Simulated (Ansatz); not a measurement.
# GaH3InO2 (doublet): what the fields show

```xyz
7

Ga    1.4079   -0.4577    0.6255
In    3.1888   -0.1333   -1.6797
O    -0.2533    0.2266    0.5677
O     2.7299    0.9041    0.3252
H    -0.3508    0.9768   -0.0265
H     1.7390   -1.5109    1.7362
H     3.2153    1.3259    1.0444
```

Geometry: PBE0-D3(BJ)/def2-SVP; core potentials replace the inner electrons of In.

The calculation used isolated molecule in a Gaussian basis; Kohn-Sham density functional theory, functional PBE0 in Ansatz 0.2.0.

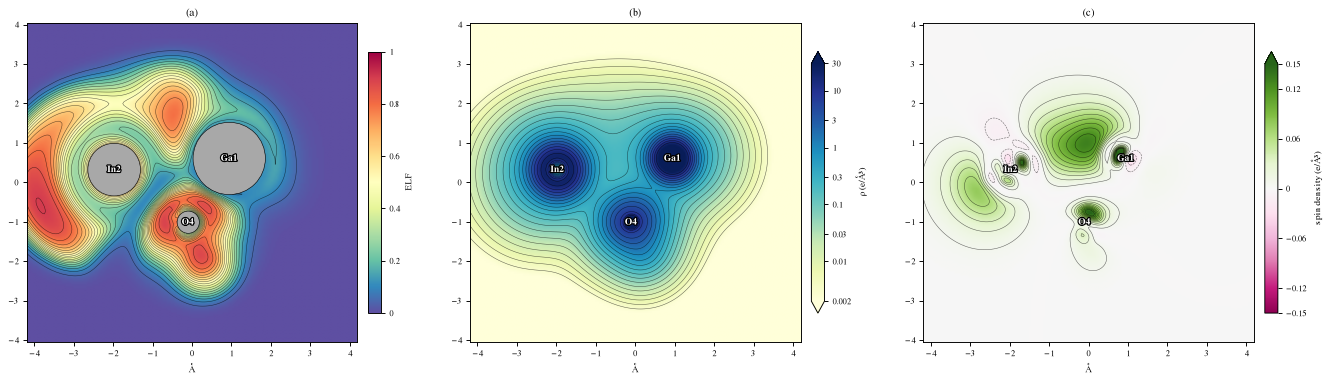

Figure 1. (a) electron localisation function; (b) electron density; (c) spin density on the plane of atoms Ga1, O4 and In2. Grey discs cover the atomic cores in the ELF map.

Question: Read the bonding off the picture.

Answer:
- Atoms in the plane: Ga, In and O.
- In–O (2.30 Å): ρ at the midpoint is about 0.36 e/Å³; the ELF is about 0.10 at the midpoint.
- Ga–O (1.92 Å): the density is about 0.66 e/Å³ at the midpoint; the ELF peaks at about 0.85 in the valence shell of O, 0.6 Å from its nucleus, and is about 0.20 at the midpoint.
- The unpaired spin (1 electron) lies mostly on In2 (about 0.5) and Ga1 (about 0.3), in electrons by Hirshfeld's partition.

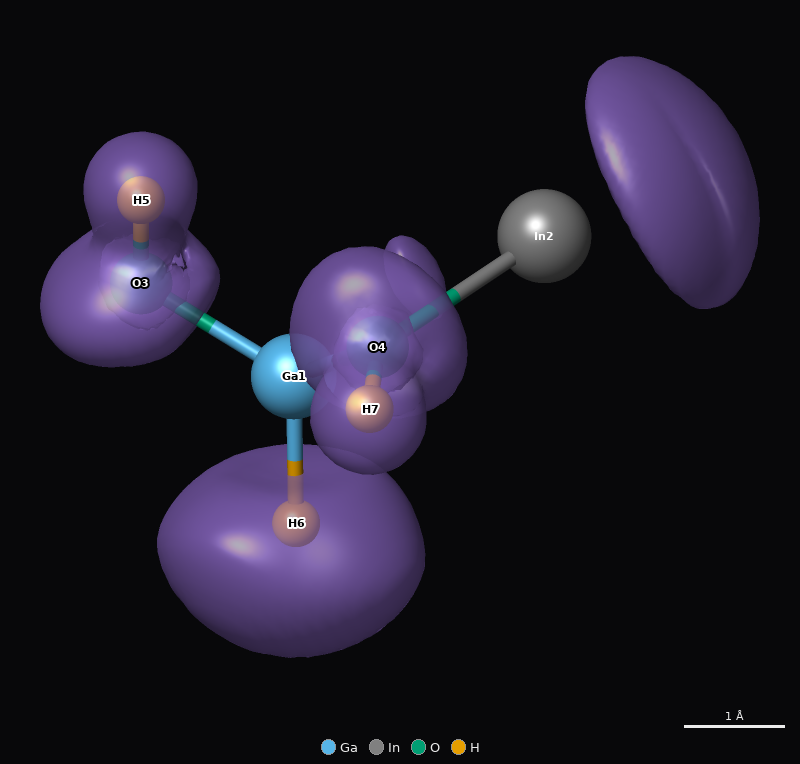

Figure 2. Isosurface of the electron localisation function at 0.75 (purple), seen at a tilt. Core shells and regions of very low density are left out.

Question: Where are the electrons localised?

Answer: The ELF exceeds this value in one region around a hydrogen nucleus, two lobes on In, pointing away from the bonds (non-bonding electrons) and two joined regions spread over several atoms (H, O), in which their bonds and any lone pairs are merged. Along the contacts the grid gives the following. Ga–O (1.80 Å): the ELF peaks at about 0.85 in the valence shell of O, 0.6 Å from its nucleus, and is about 0.25 at the midpoint.

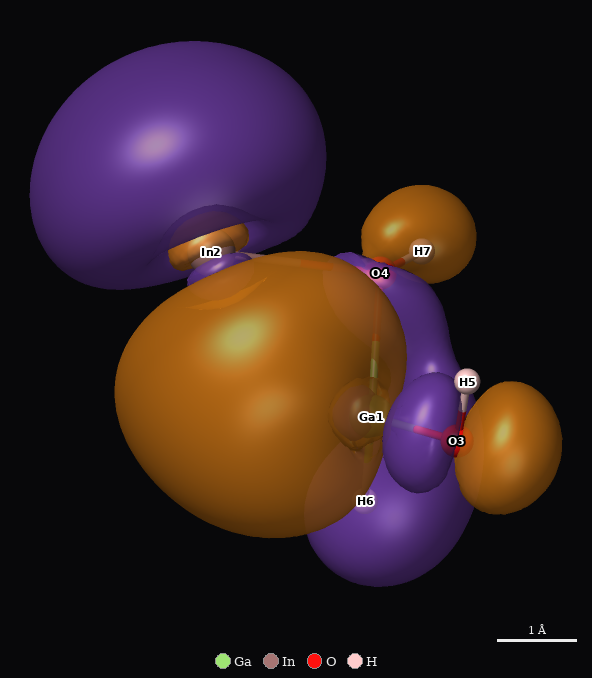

Figure 3. One frontier orbital at ±0.05 Å⁻³ᐟ² (orange and purple are the two phases), seen at an oblique angle.

Question: Which orbital is it: HOMO (α) or LUMO (α)?

Answer: The HOMO (α), at −4.80 eV. By Hirshfeld shares it lies mainly on In2 (about 50 %), Ga1 (about 30 %) and O3 (about 5 %).
